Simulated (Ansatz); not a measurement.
# What KAg (built on the sites of a database entry of CsAu) distorts into, part 2 of 2

Aim: this structure of KAg (built on the sites of a database entry of CsAu) is to be tested for unstable modes, and one is followed downhill.

Ansatz 0.2.0; DFT PBEsol, scalar-relativistic, plane waves, PAW.

So far, highest frequency on the path or at a solved wavevector (cm⁻¹): step 2 (phonons on a q mesh) 132. Also lowest frequency on the path (cm⁻¹): step 2 -25.7.

The structure was built from a prototype and need not be the compound's stable phase.

### 6. Relaxation from the frozen mode

Starting from the lowest point found, all atoms and the cell are let go, so that strain and other modes of the same symmetry can join in.

File input.yaml:

```yaml
crystal:
  lattice:
    - [-3.9831655217, 0.0, 0.0]
    - [0.0, -3.9831655217, -3.9831655217]
    - [0.0, -3.9831655217, 3.9831655217]
  atoms:
    - { symbol: K, position: [0.5, 0.9687109527, 0.4687109527] }
    - { symbol: K, position: [0.5, 0.5312890473, 0.0312890473] }
    - { symbol: Ag, position: [0.0, 0.4435122646, 0.5564877354] }
    - { symbol: Ag, position: [0.0, 1.0564877354, -0.0564877354] }
kpoints:
  mp_grid: { grid: [10, 8, 8] }
hamiltonian:
  xc: pbesol
scf:
  occupations: { method: methfessel_paxton, width: 0.15 }
output:
  forces: true
  stress: true
  eigenvalues: true
  write_density: true
  write_potential: true
  elf: true
  volumetric_format: npy
relax:
  adjacent_minimum: "off"
  f_tol: 0.002
  max_steps: 120
  cell: { stress_tol: 0.03 }
```

Started as:

```bash
$ ansatz run input.yaml --threads 4 --pin off --max-ram 7168MiB --backend cpu --events-out ev --progress --plain --runs-dir out
```

Numbers of over 12 decimals in the logs are rounded to 6 here.

The log of the run:

```text
[...]
Crystal: 4 atoms, lattice volume = 126.391 Å³
Basis set: ecut = 420 eV, 2465 PW (Γ), exchange–correlation on 54×80×80 points (8 copies of the dense FFT grid, shifted against one another)
Bands: 34, of which v1, the nominal top of the filled ones, is band 28 counted from 1 (27 counted from 0)
Symmetry: 8 space group operations
[...]
k-points: 126 of 640
[...]
SCF iter   1: F=—  HF=-18075.716383 eV  |F-HF|=—  |Δ(HF+E_count)|=         —  Δρ=3.26e-3  dr2=1.25e-2  ethr=1.77e-3  ⟨swp⟩=6.2  Hψ=16466  notcnv=0
[...]
SCF iter   7: F=-18075.714260 eV  HF=-18075.714260 eV  |F-HF|=9.57e-10  |Δ(HF+E_count)|=   4.16e-8  S|Δr|=    0.00e0  Δρ=3.83e-6  dr2=3.07e-8  ethr=1.79e-10  ⟨swp⟩=12.2  Hψ=28378  notcnv=0
SCF 1 converged in 7 iterations: F = -18075.714260 eV  dr2 = 3.07e-8
[...]
relax step   1: F+E_penalty+E_count = -18075.71426042 eV  Δ(F+E_penalty+E_count) = +0.000e0 eV  max|allowed force component| = 9.990e-2 eV/Å  Δτ_max = 0.0000 Å  P = -0.227 GPa  Ω = 126.391 Å³  (7 SCF iters, dr2 threshold 1.00e-7 eV, accepted)
Crystal: 4 atoms, lattice volume = 125.948 Å³
Basis set: ecut = 420 eV, 2457 PW (Γ), exchange–correlation on 54×80×80 points (8 copies of the dense FFT grid, shifted against one another)
[...]
SCF iter   6: F=-18075.735920 eV  HF=-18075.735920 eV  |F-HF|=1.40e-7  |Δ(HF+E_count)|=   6.16e-7  S|Δr|=    0.00e0  Δρ=1.12e-5  dr2=3.73e-7  ethr=7.14e-10  ⟨swp⟩=6.2  Hψ=27549  notcnv=0
SCF 2 converged in 6 iterations: F = -18075.735920 eV  dr2 = 3.73e-7
relax step   2: F+E_penalty+E_count = -18075.73591980 eV  Δ(F+E_penalty+E_count) = -2.166e-2 eV  max|allowed force component| = 9.591e-2 eV/Å  Δτ_max = 0.0092 Å  P = -0.128 GPa  Ω = 125.948 Å³  energy of the carried Pulay correction = +3.533e-5 eV  (6 SCF iters, dr2 threshold 4.00e-7 eV, accepted)
Crystal: 4 atoms, lattice volume = 123.785 Å³
Basis set: ecut = 420 eV, 2427 PW (Γ), exchange–correlation on 54×80×80 points (8 copies of the dense FFT grid, shifted against one another)
[...]
SCF iter   8: F=-18075.726256 eV  HF=-18075.726256 eV  |F-HF|=2.01e-8  |Δ(HF+E_count)|=   5.23e-7  S|Δr|=    0.00e0  Δρ=7.74e-6  dr2=9.02e-8  ethr=7.14e-10  ⟨swp⟩=11.9  Hψ=30493  notcnv=0
SCF 3 converged in 8 iterations: F = -18075.726256 eV  dr2 = 9.02e-8
relax step   3: F+E_penalty+E_count = -18075.72625610 eV  Δ(F+E_penalty+E_count) = +9.664e-3 eV  max|allowed force component| = 4.744e-1 eV/Å  Δτ_max = 0.1171 Å  P = +0.780 GPa  Ω = 123.785 Å³  energy of the carried Pulay correction = +2.097e-4 eV  (8 SCF iters, dr2 threshold 4.00e-7 eV, rejected (line search))
[...]
relax step   4: F+E_penalty+E_count = -18075.75888585 eV  Δ(F+E_penalty+E_count) = -2.297e-2 eV  max|allowed force component| = 5.610e-2 eV/Å  Δτ_max = 0.0359 Å  P = -0.084 GPa  Ω = 125.974 Å³  energy of the carried Pulay correction = +3.325e-5 eV  (12 SCF iters, accepted)
[...]
relax step   5: F+E_penalty+E_count = -18075.76695503 eV  Δ(F+E_penalty+E_count) = -8.069e-3 eV  max|allowed force component| = 1.305e-2 eV/Å  Δτ_max = 0.0094 Å  P = -0.016 GPa  Ω = 125.761 Å³  energy of the carried Pulay correction = +5.030e-5 eV  (6 SCF iters, dr2 threshold 4.00e-7 eV, accepted)
[...]
relax step   6: F+E_penalty+E_count = -18075.76753384 eV  Δ(F+E_penalty+E_count) = -5.788e-4 eV  max|allowed force component| = 4.751e-3 eV/Å  Δτ_max = 0.0070 Å  P = -0.009 GPa  Ω = 125.690 Å³  energy of the carried Pulay correction = +5.594e-5 eV  (7 SCF iters, dr2 threshold 1.73e-8 eV, accepted)
[...]
relax step   7: F+E_penalty+E_count = -18075.76758015 eV  Δ(F+E_penalty+E_count) = -4.631e-5 eV  max|allowed force component| = 1.023e-2 eV/Å  Δτ_max = 0.0085 Å  P = -0.013 GPa  Ω = 125.424 Å³  energy of the carried Pulay correction = +7.733e-5 eV  (8 SCF iters, dr2 threshold 2.84e-9 eV, accepted)
[...]
relax step   8: F+E_penalty+E_count = -18075.76766503 eV  Δ(F+E_penalty+E_count) = -8.487e-5 eV  max|allowed force component| = 3.551e-4 eV/Å  Δτ_max = 0.0038 Å  P = +0.002 GPa  Ω = 125.407 Å³  energy of the carried Pulay correction = +7.869e-5 eV  (7 SCF iters, dr2 threshold 6.54e-9 eV, accepted)
[...]
SCF iter   7: F=-18075.767515 eV  HF=-18075.767515 eV  |F-HF|=3.64e-12  |Δ(HF+E_count)|=  3.64e-12  S|Δr|=    0.00e0  Δρ=2.79e-8  dr2=2.26e-12  ethr=1.00e-12  ⟨swp⟩=5.1  Hψ=17528  notcnv=0
SCF 9 converged in 7 iterations: F = -18075.767515 eV  dr2 = 2.26e-12
relax step   9: F+E_penalty+E_count = -18075.76751550 eV  Δ(F+E_penalty+E_count) = +1.495e-4 eV  max|allowed force component| = 4.012e-4 eV/Å  Δτ_max = 0.0000 Å  P = +0.005 GPa  Ω = 125.407 Å³  stress off target by 5.61e-3 GPa  SCF on the basis re-selected at this cell (its energy is not comparable with the rows above)  (7 SCF iters)
basis re-selected at this cell: Δ(F+E_penalty+E_count) = +1.495e-4 eV, ΔP = +0.003 GPa vs the last step (what re-selecting the basis moved, of the pressure what is left beyond the Pulay correction that the steps carried, after the strain that the cell walked since its last selection, with what the two solves' SCF thresholds leave and, on support functions, any second-order correction that the steps lacked; it is no m [...]
SCF converged after 7 iterations
[...]
Free energy (F): -18075.767515 eV
[...]
Internal energy: -18075.766415 eV  (E = F + TS)
E sigma→0 (E₀):  -18075.767240 eV
Entropy (-TS):   -0.001101 eV (-0.275 meV/atom)
Fermi energy:    6.883991 eV
[...]
--- Forces (eV/Å), atoms counted from 1 ---
  atom   1  K      0.00000000    -0.00040121     0.00000000
  atom   2  K      0.00000000     0.00040121     0.00000000
  atom   3  Ag     0.00000000     0.00000000     0.00015492
  atom   4  Ag     0.00000000     0.00000000    -0.00015492
  max |Σ_I F_I| component: 0.00e0 eV/Å
--- Stress (GPa, compression-positive) ---
        0.003307       0.000000       0.000000
        0.000000       0.005062       0.000000
        0.000000       0.000000       0.005609
  P = ⅓ Tr σ = 0.0047 GPa (0.047 kbar)
--- Band table (eV; the first three rows and the last of 126) ---
  k-point 0: bands = [... 24 lower, 3.2227, 3.3442, 3.3483, 6.2716, 8.0721, 8.6898, 9.9511, 10.8509, ... 2 higher]
  k-point 1: bands = [... 24 lower, 3.2170, 3.3328, 3.3473, 6.0945, 8.1343, 8.5911, 10.1307, 10.7034, ... 2 higher]
  k-point 2: bands = [... 24 lower, 3.2230, 3.3329, 3.3447, 5.6279, 8.2735, 8.6189, 9.8858, 10.7480, ... 2 higher]
  k-point 125: bands = [... 24 lower, 3.2326, 3.5478, 5.7674, 6.7011, 7.9298, 8.2620, 8.7577, 9.0328, ... 2 higher]
--- Relaxed structure (8 steps of the walk, 7 accepted, 1 SCFs on fresh bases) ---
  F+E_penalty+E_count = -18075.76751550 eV   max|allowed force component| = 4.012e-4 eV/Å   (the final SCF, on the basis selected at the relaxed cell)
  cell:  # Å, volume = 125.4067 Å³
    - [-3.858171, 0.0, 0.0]
    - [0.0, -4.273565, -3.802935]
    - [0.0, -4.273565, 3.802935]
  atoms:
    - { symbol: K, position: [0.5, 0.965597, 0.465597] }
    - { symbol: K, position: [0.5, 0.534403, 0.034403] }
    - { symbol: Ag, position: [0.0, 0.435690, 0.564310] }
    - { symbol: Ag, position: [0.0, 1.064310, -0.064310] }
```

The job ended after 74 s (4 threads of Arm Neoverse V2, shared host; peak memory 0.71 GiB; 4.9 min of CPU time).

Step by step:

```csv
step,energy less that of the first step (eV),largest force component (eV/Å),pressure (GPa),volume (Å³)
1,0.0000,0.0999,-0.23,126.39
2,-0.0217,0.0959,-0.13,125.95
3,-0.0120,0.4744,0.78,123.78
4,-0.0446,0.0561,-0.08,125.97
5,-0.0527,0.0130,-0.02,125.76
6,-0.0533,0.0048,-0.01,125.69
7,-0.0533,0.0102,-0.01,125.42
8,-0.0534,0.0004,0.00,125.41
9*,-0.0533,0.0004,0.00,125.41
```

Relaxation steps marked * repeat the geometry before them on a plane-wave basis chosen anew for their cell, so energy and pressure can jump there. Relaxation step 3 was tried and not accepted.

Forces are held to the 8 operations that the run works with; a distortion that breaks them can't arise in this run.

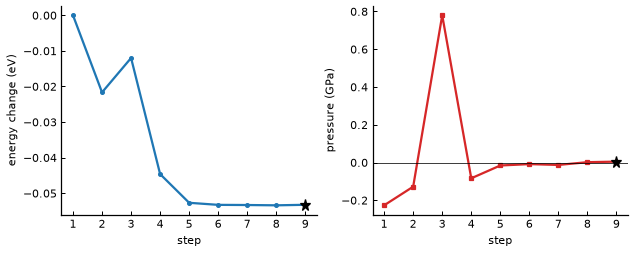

Energy and pressure along the relaxation. Stars mark steps on a basis chosen anew.

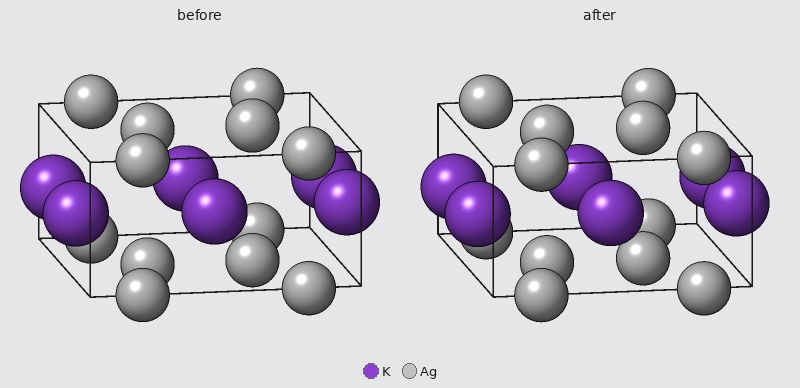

Before and after, at one scale.

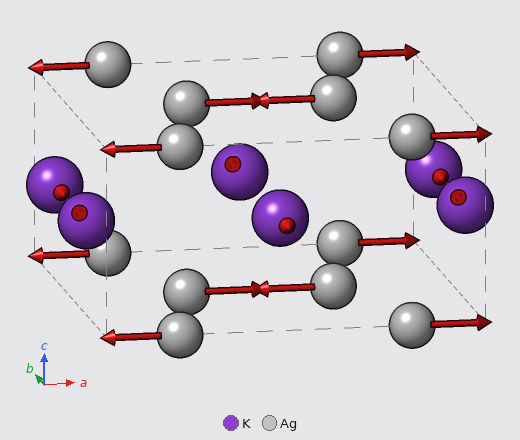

Displacements in the relaxation, exaggerated, measured against the changing cell; the longest in the cell stands for 0.06 Å. Some periodic images of atoms are drawn too.

```csv
"conventional cell, symmetrised",before,after,change
a (Å),7.966,7.606,-4.5 %
b (Å),7.966,8.547,+7.3 %
c (Å),3.983,3.858,-3.1 %
volume (Å³/atom),31.60,31.35,-0.8 %
```

The atoms that moved most (Å, as changes of fractional coordinates times the final cell):

```csv
atom,dx,dy,dz,length
Ag3,0.000,0.000,0.059,0.059
Ag4,0.000,0.000,-0.059,0.059
K2,0.000,-0.027,0.000,0.027
K1,0.000,0.027,0.000,0.027
```

Final coordinates:

```xyz
4
Lattice="-3.8582 0.0000 0.0000 0.0000 -4.2736 -3.8029 0.0000 -4.2736 3.8029" Properties=species:S:1:pos:R:3 pbc="T T T"
K    -1.9291   -6.1163   -1.9015
K    -1.9291   -2.4308   -1.9015
Ag    0.0000   -4.2736    0.4891
Ag    0.0000   -4.2736   -4.2921
```

Numbers from this step:

| Quantity | Value |
| --- | --- |
| pressure | 0.004659 GPa |
| volume per atom | 31.35 Å³ |

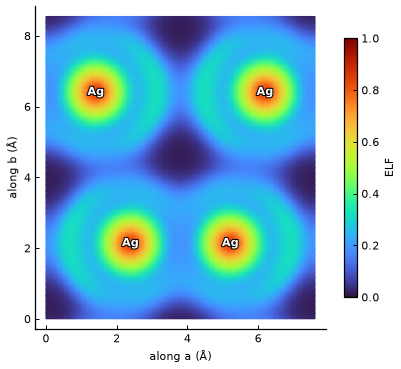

ELF in the ab plane of the conventional cell at fractional z = 0.000, with atoms of Ag within 0.2 Å of it. It is the smooth field of the valence electrons, not physical close to the nuclei. The map starts off the cell's origin, so that atoms lie inside it.

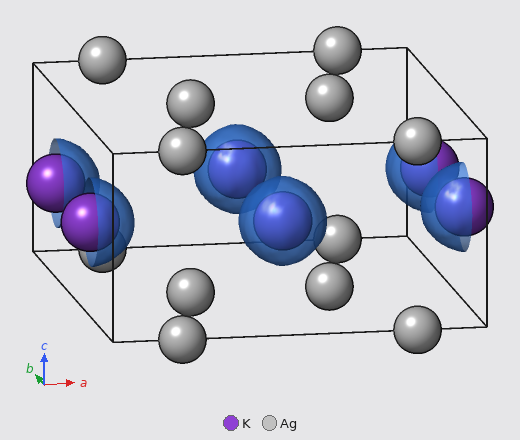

Surface of ELF = 0.8.

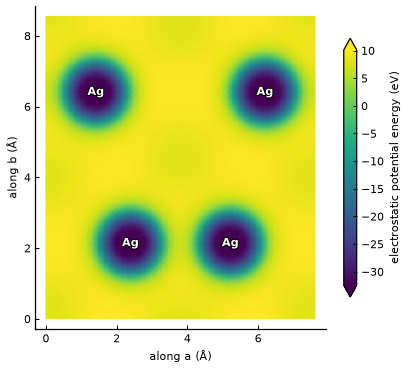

Electrostatic potential energy in the ab plane of the conventional cell at fractional z = 0.000, with atoms of Ag within 0.2 Å of it. With pseudopotentials it is smooth inside the atoms' cores, unlike the true potential. The map starts off the cell's origin, so that atoms lie inside it.

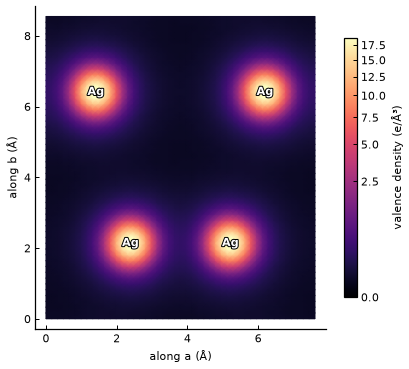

Valence density in the ab plane of the conventional cell at fractional z = 0.000, with atoms of Ag within 0.2 Å of it. It is the smooth field of the valence electrons, not physical close to the nuclei. The map starts off the cell's origin, so that atoms lie inside it. The colour scale is stretched toward low values.

The distorted start has space group Cmmm; the relaxation ends in Cmmm.

### 7. The new phase in its own primitive cell

The relaxed structure is symmetrised, reduced to its primitive cell and relaxed tightly, as its phonons need.

File input.yaml:

```yaml
crystal:
  lattice:
    - [3.802935472, -4.2735654465, 0.0]
    - [3.802935472, 4.2735654465, 0.0]
    - [0.0, 0.0, 3.8581710964]
  atoms:
    - { symbol: K, position: [0.7155968298, 0.2844031702, 0.5] }
    - { symbol: K, position: [0.2844031702, 0.7155968298, 0.5] }
    - { symbol: Ag, position: [0.8143103867, 0.8143103867, 0.0] }
    - { symbol: Ag, position: [0.1856896133, 0.1856896133, 0.0] }
kpoints:
  mp_grid: { grid: [8, 8, 10] }
hamiltonian:
  xc: pbesol
scf:
  occupations: { method: methfessel_paxton, width: 0.15 }
output:
  forces: true
  stress: true
  eigenvalues: true
relax:
  adjacent_minimum: "off"
  f_tol: 0.001
  max_steps: 60
  cell: { stress_tol: 0.01 }
```

The log of the run:

```text
[...]
Crystal: 4 atoms, lattice volume = 125.407 Å³
Basis set: ecut = 420 eV, 2467 PW (Γ), exchange–correlation on 80×80×54 points (8 copies of the dense FFT grid, shifted against one another)
Bands: 34, of which v1, the nominal top of the filled ones, is band 28 counted from 1 (27 counted from 0)
Symmetry: 8 space group operations
[...]
k-points: 126 of 640
[...]
cell:  # Å, volume = 125.4067 Å³
    - [3.802935472, -4.2735654465, 0.0]
    - [3.802935472, 4.2735654465, 0.0]
    - [0.0, 0.0, 3.8581710964]
  atoms:
    - { symbol: K, position: [0.7155968298, 0.2844031702, 0.500000] }
    - { symbol: K, position: [0.2844031702, 0.7155968298, 0.500000] }
    - { symbol: Ag, position: [0.814310, 0.814310, 0.0] }
    - { symbol: Ag, position: [0.185690, 0.185690, 0.0] }
[key lines of the parts left out:]
SCF converged after 7 iterations
Free energy (F): -18075.767515 eV
Fermi energy:    6.883991 eV
P = ⅓ Tr σ = 0.0047 GPa (0.047 kbar)
```

It took 15 s on 4 threads; peak memory 0.69 GiB; 58 s of CPU time.

Little changed from the start: no atom moved by 0.005 Å and no cell edge by 0.1 %.

The largest force component left is 0.40 meV/Å and the pressure is 0.005 GPa, within the tolerances set. The cell now holds 31.35 Å³/atom.

### 8. Modes of the new phase, k-mesh 8×8×10

A relaxed structure may still be a saddle point, so its zone-centre modes are computed. No field response is asked, since the mesh shows no gap.

input.yaml, as its differences from that of step 7:

```diff
@@ -17,9 +17,4 @@
 output:
-  forces: true
-  stress: true
   eigenvalues: true
-relax:
-  adjacent_minimum: "off"
-  f_tol: 0.001
-  max_steps: 60
-  cell: { stress_tol: 0.01 }
+phonons:
+  method: dfpt
```

The log of the run:

```text
zone centre: on kpoints.mp_grid the ground state, and the responses unless they are solved on pairs of k-points, stand on 204 of the mesh's 640 k-points, reduced under 2 symmetry operations, with k and −k counted as one. Each operation leaves every solved displacement unchanged or reverses it
[...]
Crystal: 4 atoms, lattice volume = 125.407 Å³
Basis set: ecut = 420 eV, 2467 PW (Γ), exchange–correlation on 80×80×54 points (8 copies of the dense FFT grid, shifted against one another)
Bands: 34, of which v1, the nominal top of the filled ones, is band 28 counted from 1 (27 counted from 0)
Symmetry: 8 space group operations
k-points: 204 of 640 (irreducible under 2 space group operations, time reversal used)
[...]
SCF iter   1: F=—  HF=-18075.769882 eV  |F-HF|=—  |Δ(HF+E_count)|=         —  Δρ=3.42e-3  dr2=1.39e-2  ethr=1.77e-3  ⟨swp⟩=6.3  Hψ=26808  notcnv=0
[...]
SCF iter  11: F=-18075.767515 eV  HF=-18075.767515 eV  |F-HF|=0.00e0  |Δ(HF+E_count)|=    0.00e0  S|Δr|=    0.00e0  Δρ=7.10e-8  dr2=8.92e-12  ethr=1.00e-12  ⟨swp⟩=9.3  Hψ=35312  notcnv=0
SCF 1 converged in 11 iterations: F = -18075.767515 eV  dr2 = 8.92e-12
[...]
DFPT response loops at Γ: preconditioner auto → Kerker (q_TF=auto, 2.385 Å⁻¹) (partly filled bands, converged f_vac=0.007); β = 1.00, the filter's whole step (`scf.mixing.beta` (0.50) is not read by the response loops under this deck's `scf.mixing.preconditioner`; to damp them name `kerker` or `kerker_dos`, under which they read `scf.mixing.beta`, and type it under 1.00, their step now; both keys bind the ground state too); Broyden in place of MSR1
SCF converged after 11 iterations
[...]
Free energy (F): -18075.767515 eV
[...]
Internal energy: -18075.766415 eV  (E = F + TS)
E sigma→0 (E₀):  -18075.767240 eV
Entropy (-TS):   -0.001101 eV (-0.275 meV/atom)
Fermi energy:    6.883991 eV
[...]
--- Band table (eV; the first three rows and the last of 204) ---
  k-point 0: bands = [... 24 lower, 3.2227, 3.3442, 3.3483, 6.2716, 8.0721, 8.6898, 9.9512, 10.8509, ... 2 higher]
  k-point 1: bands = [... 24 lower, 3.2239, 3.3306, 3.3581, 6.3529, 8.1010, 8.6840, 10.0575, 10.7188, ... 2 higher]
  k-point 2: bands = [... 24 lower, 3.3006, 3.3302, 3.3859, 6.6070, 8.1675, 8.6620, 9.7843, 10.2903, ... 2 higher]
  k-point 203: bands = [... 24 lower, 3.2326, 3.5478, 5.7674, 6.7011, 7.9298, 8.2620, 8.7577, 9.0328, ... 2 higher]
--- Phonons (Γ-DFPT): 6 representative perturbations + reference, on 204 of 640 k-points (Σ response iterations 19) ---
  k mesh reduced under 2 symmetry operations, with k and −k counted as one. Each operation leaves every solved displacement unchanged or reverses it
  ASR residual: 5.511e-5 → 0.000e0 eV/Å²; symmetrization residual: 1.589e-5 eV/Å²
  ASR residual per site (eV/Å²): 3.52e-5 3.52e-5 5.51e-5 5.51e-5
  Γ frequencies (cm⁻¹): 0.00 0.00 0.00 37.08 55.38 74.77 85.57 90.38 97.88 110.22 121.76 129.29
  non-analytic LO–TO correction: not included (Born effective charges unavailable; polar crystals: no LO–TO splitting at Γ)
```

Run time: 2.3 min. Hardware: 4 threads; peak memory 2.5 GiB; 8.8 min of CPU time.

This step gave:

* sum-rule residual before enforcement: 5.51e-5 eV/Å²
* point group: mmm
* highest optical mode at the zone centre (no LO-TO term): 129.3 cm⁻¹
* lowest optical zone-centre mode: 37.08 cm⁻¹

Patterns of degenerate modes are one choice out of their space. Modes at Γ, with each element's share of the kinetic energy:

```csv
mode,frequency (cm⁻¹),symmetry,K %,Ag %
1,0.0,acoustic,27,73
2,0.0,acoustic,27,73
3,0.0,acoustic,27,73
4,37.1,B1g,8,92
5,55.4,B2g,0,100
6,74.8,B3g,100,0
7,85.6,Ag,21,79
8,90.4,B3u,73,27
9,97.9,B1u,73,27
10,110.2,B2u,73,27
11,121.8,B1g,92,8
12,129.3,Ag,79,21
```

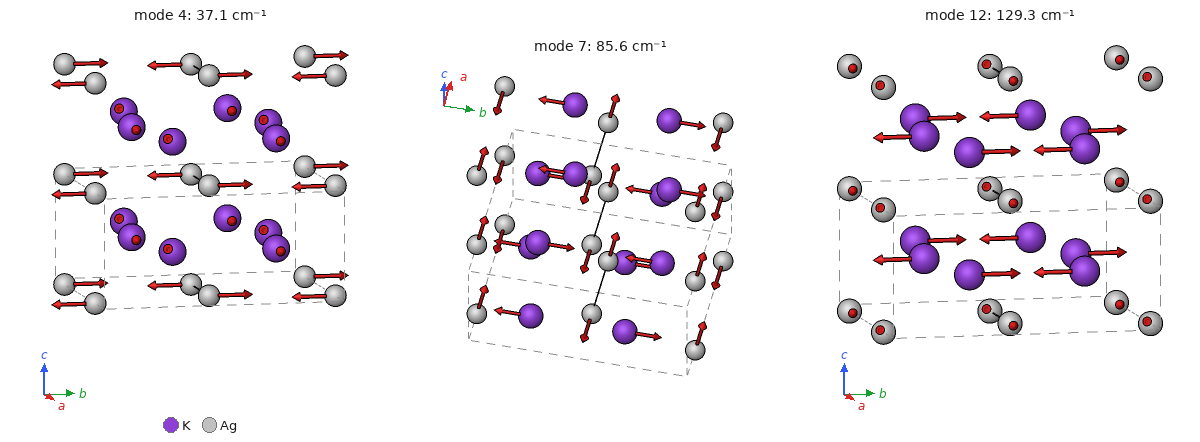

Displacement patterns of modes 4, 7 and 12 at Γ; arrows are exaggerated. 1×1×2 conventional cells are drawn. Some periodic images of atoms are drawn too.

Before it was imposed, the acoustic sum rule was missed by 5.5e-5 eV/Å². Small misses are needed for a sound result but don't prove that mesh and cutoff are converged. The lowest optical mode is real, 37.1 cm⁻¹.

### 9. What came out

| Item | Value |
| --- | --- |
| unstable mode of the parent | q = (0, -0.5, -0.5), 26i cm⁻¹ |
| depth at the lowest point sampled | 14.8 meV/atom |
| largest atomic shift at that point | 0.45 Å |
| space group reached | Cmmm |
| energy gained over the parent (first relaxation, on the mesh of the frozen mode) | 28.0 meV/atom |
| volume per atom, phase reached | 31.4 Å³ |
| lowest optical zone-centre mode, phase reached | 37.1 cm⁻¹ |
| highest optical mode at the zone centre (no LO-TO term), phase reached | 129 cm⁻¹ |

Along this mode the structure falls into Cmmm, 28.0 meV/atom below the parent. At the parent's cell the well is 14.80 meV/atom deep on the steps tried, with its lowest point at a shift of 0.45 Å. Relaxing atoms and cell changes the gain by +13.18 meV/atom against the lowest step (energies at zero smearing). The new phase has no imaginary mode at the zone centre of its cell; other wavevectors were not checked. Of the 3 patterns followed to their end from this parent, this one ends 13.8 meV/atom above the lowest, Pmma. Each path keeps the symmetry of its pattern, so a lower phase may lie along a pattern not tried. The q mesh stands for a supercell only 8.0 Å across, so branches between the solved wavevectors are rough. With no gap, or one that is small against the smearing, the frequencies hang on the k mesh and the smearing, most of all near Kohn anomalies. The starting cell was built on a prototype and not taken from a measurement, so the phase need not exist.

[Logs are printed without paths, hosts, clocks, repeated set-up lines and the standing remarks that a program may print on its own settings, such as how far it seeks lower states.]

[Hosts, paths, dates, database ids (printed as entryN), source tags and the programs' standing remarks are cut or masked in the printed files.]
